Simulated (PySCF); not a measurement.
Geometry relaxation, with input and output: CH₇BO (part 2 of 2)

The same run, continued: CH₇BO; RKS PBE0-D4/def2-TZVP, density fitting (PySCF 2.14.0). The geometry is a transition state displaced along its imaginary mode. The reaction was set up to form B1–C6 and O2–H5 and to break B1–O2 and H5–C6 (atoms counted from 1 in the order of the input); sticks are drawn by distance alone.

Geometry of the input (Å):
```
B  0.0004  0.3011  -0.8494
O  -1.4338  0.1310  -0.8681
H  0.6952  -0.5280  -1.4111
H  0.4139  1.4476  -0.9000
H  -0.4733  -0.1018  0.4150
C  0.4283  -0.1064  1.0019
H  -1.6647  -0.7259  -1.2146
H  0.4057  -1.1376  1.3326
H  0.1455  0.6007  1.7726
H  1.4827  0.1195  0.7210
```

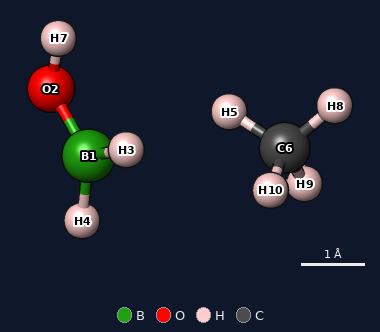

*The geometry at step 22 of the log (ball-and-stick view, seen at a tilt; atoms are numbered from 1 in the order of the input).*

**Trajectory as extended XYZ, continued**
```
10
Properties=species:S:1:pos:R:3:forces:R:3 step=11 energy=-3872.23848
B    -0.1244    0.4301   -1.5261    0.7422  -0.4416   0.0901
O    -1.4461    0.2399   -1.6465   -0.2691  -0.0495  -0.0956
H     0.6730   -0.4833   -1.7251   -0.4115   0.3911  -0.0097
H     0.2521    1.5075   -1.1811   -0.0278   0.1269  -0.0560
H    -0.4348   -0.1586    1.0166   -0.5299  -0.0498  -0.0618
C     0.4600   -0.2181    1.6131    0.7641   0.4989  -0.5997
H    -1.6777   -0.6525   -1.9152   -0.0308  -0.0099  -0.0031
H     0.5826   -1.2114    2.0136    0.0580  -0.3358   0.1221
H     0.4136    0.5144    2.4125   -0.0086   0.0667   0.1110
H     1.3012    0.0326    0.9358   -0.2867  -0.1970   0.5027
10
Properties=species:S:1:pos:R:3:forces:R:3 step=13 energy=-3872.26727
B    -0.1303    0.4587   -1.5327   -0.0630  -0.0447  -0.0347
O    -1.4479    0.1975   -1.6728    0.0070  -0.0491  -0.0134
H     0.6867   -0.3899   -1.7779   -0.0029   0.0541   0.0048
H     0.1641    1.5612   -1.1688    0.0017  -0.0452  -0.0377
H    -0.4598   -0.2284    1.0587   -0.0289   0.0086  -0.0099
C     0.4733   -0.2213    1.6197    0.0988  -0.6425   0.0180
H    -1.6393   -0.6985   -1.9681    0.0606   0.1005   0.0318
H     0.6693   -1.2334    2.0121   -0.0556   0.3812  -0.1831
H     0.3878    0.4668    2.4461   -0.0516   0.2536   0.2828
H     1.2960    0.0888    0.9793    0.0337  -0.0165  -0.0587
10
Properties=species:S:1:pos:R:3:forces:R:3 step=15 energy=-3872.27454
B    -0.1200    0.4736   -1.5701   -0.0751  -0.0538  -0.0417
O    -1.4440    0.2419   -1.7242    0.1700  -0.0236   0.0294
H     0.6862   -0.3891   -1.8107   -0.0620   0.0495   0.0121
H     0.2048    1.5648   -1.1986   -0.0430  -0.0301  -0.0322
H    -0.4881   -0.1873    1.1244    0.1060  -0.0246   0.0764
C     0.4625   -0.2510    1.6618   -0.0135   0.3078   0.0152
H    -1.6413   -0.6526   -2.0178    0.0166   0.0672   0.0071
H     0.6038   -1.2578    2.0434   -0.0063  -0.1168   0.0420
H     0.4487    0.4604    2.4962    0.0050  -0.1539  -0.1754
H     1.2862    0.0006    0.9883   -0.0977  -0.0216   0.0670
10
Properties=species:S:1:pos:R:3:forces:R:3 step=16 energy=-3872.27755
B    -0.1250    0.4766   -1.5864   -0.0088   0.0103  -0.0082
O    -1.4455    0.2414   -1.7294    0.0084  -0.0243   0.0076
H     0.6803   -0.3809   -1.8303    0.0033  -0.0061  -0.0054
H     0.1918    1.5692   -1.2186    0.0011   0.0099  -0.0119
H    -0.4782   -0.2008    1.1371    0.0050  -0.0123   0.0178
C     0.4688   -0.2517    1.6753    0.0025   0.0716   0.0111
H    -1.6445   -0.6510   -2.0250    0.0026   0.0177  -0.0009
H     0.6207   -1.2607    2.0544   -0.0052  -0.0346   0.0115
H     0.4424    0.4520    2.5087    0.0116  -0.0321  -0.0390
H     1.2879    0.0109    1.0050   -0.0206   0.0001   0.0173
10
Properties=species:S:1:pos:R:3:forces:R:3 step=17 energy=-3872.27856
B    -0.1280    0.4842   -1.6111    0.0013   0.0094   0.0026
O    -1.4452    0.2340   -1.7521   -0.0220  -0.0125   0.0000
H     0.6850   -0.3655   -1.8548    0.0164  -0.0052  -0.0072
H     0.1760    1.5807   -1.2436    0.0059   0.0047  -0.0084
H    -0.4808   -0.2103    1.1682   -0.0079   0.0083   0.0008
C     0.4700   -0.2537    1.6992   -0.0077  -0.0035   0.0044
H    -1.6358   -0.6589   -2.0513    0.0054   0.0083   0.0040
H     0.6262   -1.2629    2.0785    0.0098  -0.0086   0.0057
H     0.4471    0.4494    2.5312    0.0039   0.0004  -0.0011
H     1.2829    0.0112    1.0235   -0.0052  -0.0013  -0.0009
10
Properties=species:S:1:pos:R:3:forces:R:3 step=19 energy=-3872.27923
B    -0.1323    0.4980   -1.6477   -0.0151  -0.0050  -0.0040
O    -1.4452    0.2207   -1.7855    0.0166   0.0008   0.0072
H     0.6977   -0.3356   -1.8932    0.0032   0.0037  -0.0008
H     0.1511    1.6008   -1.2819   -0.0002  -0.0009  -0.0033
H    -0.4908   -0.2157    1.2191   -0.0052   0.0070  -0.0007
C     0.4684   -0.2601    1.7348    0.0086   0.0017   0.0075
H    -1.6172   -0.6759   -2.0846    0.0027   0.0027   0.0040
H     0.6324   -1.2701    2.1097    0.0046   0.0041  -0.0028
H     0.4599    0.4413    2.5690   -0.0005  -0.0078  -0.0113
H     1.2704    0.0074    1.0465   -0.0148  -0.0064   0.0042
10
Properties=species:S:1:pos:R:3:forces:R:3 step=21 energy=-3872.27963
B    -0.1405    0.5073   -1.6570   -0.0078  -0.0126  -0.0057
O    -1.4496    0.2030   -1.7720    0.0275   0.0112   0.0133
H     0.7031   -0.3098   -1.9133   -0.0079   0.0055   0.0015
H     0.1276    1.6166   -1.2997   -0.0045   0.0034  -0.0015
H    -0.4960   -0.2100    1.2375    0.0153  -0.0047   0.0050
C     0.4714   -0.2633    1.7380   -0.0104   0.0454  -0.0003
H    -1.6080   -0.6983   -2.0635   -0.0006  -0.0073  -0.0021
H     0.6377   -1.2752    2.1046   -0.0020  -0.0182   0.0080
H     0.4788    0.4347    2.5757    0.0061  -0.0221  -0.0214
H     1.2641    0.0038    1.0387   -0.0157  -0.0008   0.0032
10
Properties=species:S:1:pos:R:3:forces:R:3 step=22 energy=-3872.28003
B    -0.1458    0.5123   -1.6549   -0.0008  -0.0082  -0.0055
O    -1.4523    0.1889   -1.7446    0.0302   0.0125   0.0138
H     0.7058   -0.2929   -1.9224   -0.0138   0.0009   0.0013
H     0.1129    1.6269   -1.3082   -0.0058   0.0086   0.0007
H    -0.4992   -0.2040    1.2399    0.0242  -0.0088   0.0109
C     0.4740   -0.2639    1.7289   -0.0177   0.0567  -0.0050
H    -1.6027   -0.7163   -2.0277   -0.0037  -0.0138  -0.0055
H     0.6406   -1.2774    2.0904   -0.0058  -0.0244   0.0115
H     0.4951    0.4320    2.5683    0.0060  -0.0258  -0.0237
H     1.2595    0.0012    1.0209   -0.0126   0.0022   0.0015
10
Properties=species:S:1:pos:R:3:forces:R:3 step=23 energy=-3872.28046
B    -0.1479    0.5164   -1.6511   -0.0060  -0.0046  -0.0061
O    -1.4513    0.1746   -1.7159    0.0332   0.0069   0.0092
H     0.7100   -0.2785   -1.9290   -0.0132  -0.0006   0.0015
H     0.1018    1.6369   -1.3160   -0.0085   0.0023   0.0004
H    -0.5034   -0.1988    1.2390    0.0094  -0.0076   0.0089
C     0.4740   -0.2631    1.7180   -0.0112   0.0337  -0.0040
H    -1.5943   -0.7345   -1.9912   -0.0005  -0.0040  -0.0019
H     0.6406   -1.2779    2.0767   -0.0067  -0.0169   0.0071
H     0.5078    0.4314    2.5573    0.0027  -0.0126  -0.0090
H     1.2526   -0.0004    1.0019    0.0010   0.0034  -0.0063
10
Properties=species:S:1:pos:R:3:forces:R:3 step=25 energy=-3872.28096
B    -0.1473    0.5254   -1.6515   -0.0463  -0.0074   0.0004
O    -1.4439    0.1504   -1.6706    0.0517  -0.0031  -0.0063
H     0.7195   -0.2536   -1.9464   -0.0063   0.0084   0.0017
H     0.0839    1.6573   -1.3383   -0.0082  -0.0256  -0.0053
H    -0.5182   -0.1890    1.2497    0.0136   0.0043   0.0082
C     0.4704   -0.2619    1.7038   -0.0066  -0.0068  -0.0046
H    -1.5738   -0.7653   -1.9319    0.0112   0.0271   0.0105
H     0.6338   -1.2789    2.0603    0.0003   0.0072  -0.0052
H     0.5338    0.4318    2.5416   -0.0007  -0.0009  -0.0055
H     1.2340   -0.0088    0.9677   -0.0088  -0.0033   0.0059
10
Properties=species:S:1:pos:R:3:forces:R:3 step=27 energy=-3872.28118
B    -0.1421    0.5299   -1.6539    0.0007   0.0046  -0.0023
O    -1.4353    0.1481   -1.6531   -0.0021  -0.0058  -0.0005
H     0.7251   -0.2452   -1.9555    0.0023  -0.0032  -0.0001
H     0.0866    1.6641   -1.3518   -0.0014   0.0005   0.0022
H    -0.5306   -0.1789    1.2582    0.0046   0.0027   0.0052
C     0.4624   -0.2646    1.6993    0.0062   0.0136   0.0079
H    -1.5628   -0.7702   -1.9047    0.0009   0.0031   0.0012
H     0.6182   -1.2830    2.0543   -0.0024   0.0013   0.0002
H     0.5464    0.4298    2.5356   -0.0019  -0.0161  -0.0201
H     1.2194   -0.0222    0.9528   -0.0072  -0.0007   0.0064
10
Properties=species:S:1:pos:R:3:forces:R:3 step=28 energy=-3872.28123
B    -0.1397    0.5322   -1.6562    0.0069   0.0031  -0.0004
O    -1.4309    0.1441   -1.6490   -0.0049  -0.0083  -0.0017
H     0.7302   -0.2398   -1.9595   -0.0020   0.0030   0.0014
H     0.0847    1.6684   -1.3573   -0.0009  -0.0039   0.0000
H    -0.5364   -0.1749    1.2633    0.0018  -0.0003   0.0009
C     0.4584   -0.2651    1.6994   -0.0034   0.0060   0.0010
H    -1.5548   -0.7755   -1.8976    0.0009   0.0052   0.0012
H     0.6117   -1.2842    2.0532   -0.0018  -0.0016   0.0000
H     0.5486    0.4282    2.5351    0.0033  -0.0033  -0.0030
H     1.2124   -0.0251    0.9495   -0.0001   0.0002   0.0007
10
Properties=species:S:1:pos:R:3:forces:R:3 step=29 energy=-3872.28126
B    -0.1385    0.5338   -1.6573   -0.0021  -0.0043  -0.0002
O    -1.4285    0.1408   -1.6453    0.0036   0.0012  -0.0008
H     0.7330   -0.2356   -1.9621   -0.0015   0.0027   0.0009
H     0.0830    1.6712   -1.3610   -0.0023  -0.0022   0.0004
H    -0.5402   -0.1712    1.2669    0.0014   0.0001  -0.0003
C     0.4558   -0.2653    1.6992   -0.0048   0.0102   0.0034
H    -1.5499   -0.7796   -1.8920    0.0018   0.0015   0.0002
H     0.6065   -1.2850    2.0524   -0.0011  -0.0050   0.0020
H     0.5520    0.4277    2.5345    0.0030  -0.0051  -0.0036
H     1.2080   -0.0283    0.9467    0.0017   0.0008  -0.0019
10
Properties=species:S:1:pos:R:3:forces:R:3 step=31 energy=-3872.28133
B    -0.1353    0.5356   -1.6570    0.0006  -0.0003   0.0029
O    -1.4223    0.1338   -1.6438   -0.0008   0.0057   0.0006
H     0.7413   -0.2278   -1.9619    0.0016   0.0000  -0.0006
H     0.0785    1.6744   -1.3610   -0.0009   0.0007   0.0000
H    -0.5484   -0.1591    1.2724    0.0010   0.0006  -0.0002
C     0.4486   -0.2649    1.6996   -0.0047   0.0063  -0.0002
H    -1.5372   -0.7875   -1.8896   -0.0014  -0.0072  -0.0025
H     0.5897   -1.2865    2.0507   -0.0012  -0.0067   0.0026
H     0.5573    0.4258    2.5351    0.0022  -0.0006   0.0016
H     1.1996   -0.0356    0.9435    0.0034   0.0013  -0.0039
```

**Key numbers**

| quantity | value |
| --- | --- |
| outcome | converged |
| total energy | −3872.2813 eV |
| largest force (length of the vector) at the end | 0.008 eV/Å |
| hardware | 4 threads of Intel Xeon @ 2.50GHz, 180 GiB of memory available, shared host |
| wall time | 6.8 min (CPU time 22 min) |
| peak memory | 1.3 GiB |
